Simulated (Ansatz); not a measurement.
## Cu3PdN, pressure series

Base system: Cu3PdN in the anti-perovskite structure (space group Pm-3m, No. 221; a = 3.820 Å; a cell from a computed database, its experimental status unchecked).

Cell and atoms are relaxed at each pressure.

Method: PBEsol in Ansatz (plane waves to 420 eV, PAW, spin-orbit coupling left out).

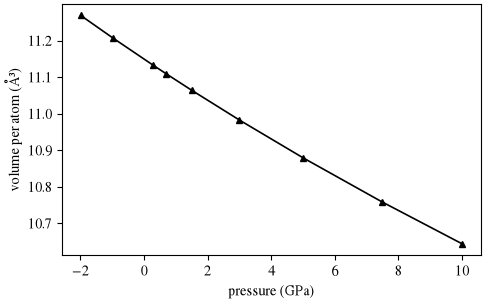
Fig. 1. Volume against pressure

Estimate the zero-pressure bulk modulus from the plot.

About 190 GPa; a third-order Birch–Murnaghan fit to the points gives V₀ = 11.15 Å³/atom, B₀ = 192 GPa and B₀′ = 5.1.

Load acts through the strain it causes; cell and atoms are relaxed under it. No phonon test of stability was made. Competing high-pressure phases were not computed. All final runs are without spin polarisation.

Ansatz is a first-principles code.
